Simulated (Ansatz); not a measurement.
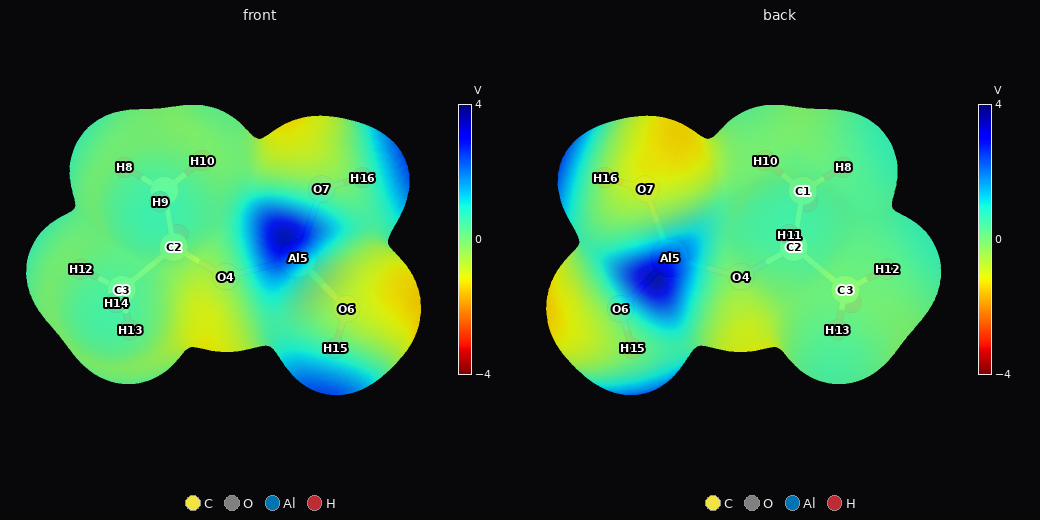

Figure. C₃H₉AlO₃ (SMILES CC(C)[O][Al]([OH])[OH]). The molecular electrostatic potential painted on the density surface at 0.002 e/bohr³, seen from the front and from behind; red is negative and blue positive.

Geometry: PBE0-D4/def2-TZVP.

Computed with RKS PBE0-D4/def2-TZVPP (Ansatz 0.2.0).

Input file:

```
crystal:
  periodic: [false, false, false]
  atoms:
    - {symbol: C, position_ang: [0.220458, -1.393790, 0.847275]}
    - {symbol: C, position_ang: [-0.227780, -0.769387, -0.460593]}
    - {symbol: C, position_ang: [0.485833, -1.371485, -1.653487]}
    - {symbol: O, position_ang: [0.004638, 0.621573, -0.458582]}
    - {symbol: Al, position_ang: [-0.353565, 1.905904, 0.560276]}
    - {symbol: O, position_ang: [0.206416, 3.459759, 0.201728]}
    - {symbol: O, position_ang: [-1.287100, 1.663046, 1.949091]}
    - {symbol: H, position_ang: [0.027290, -2.469384, 0.852747]}
    - {symbol: H, position_ang: [1.294384, -1.239220, 0.988118]}
    - {symbol: H, position_ang: [-0.311774, -0.948403, 1.691581]}
    - {symbol: H, position_ang: [-1.307185, -0.944441, -0.575800]}
    - {symbol: H, position_ang: [0.290985, -2.444344, -1.723399]}
    - {symbol: H, position_ang: [0.151036, -0.896903, -2.577623]}
    - {symbol: H, position_ang: [1.564636, -1.219847, -1.561722]}
    - {symbol: H, position_ang: [0.734907, 3.643741, -0.572804]}
    - {symbol: H, position_ang: [-1.516279, 2.380480, 2.537495]}
basis:
  gaussian: {orbitals: def2-TZVPP}
hamiltonian: {xc: pbe0, dispersion: d4}
output: {orbitals: {seedname: orbitals}}
```

Command:

```sh
ansatz run in.yaml --threads 4 --pin off --events-out ev --progress --plain --max-ram 11315MiB
```

Q: Which sites attract a positive test charge, and which a negative one?

A: A positive charge is drawn to the negative regions and a negative charge to the positive ones. The most negative region (about −1.4 V) lies over O6 and O7, the most positive (about +3.4 V) over Al5.
